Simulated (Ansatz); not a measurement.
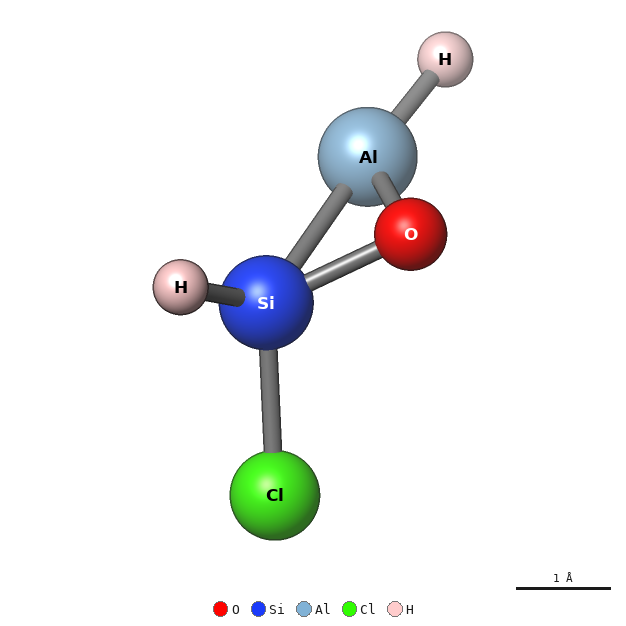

Depth is shown by fading: the farther an atom, the more it takes the colour of the background. The computed structure is the end point of a PBE-D4/def2-SVP optimisation. No frequency run is at hand to confirm it as a minimum. Masses are those of the most abundant isotopes; constants are for the rigid equilibrium geometry.

Question: Classify the rotor and give the rotational constants (cm⁻¹).

Answer: An asymmetric top (C1): A = 0.341, B = 0.0606, C = 0.0584 cm⁻¹. Ray's parameter κ is −0.98, close to the prolate limit.
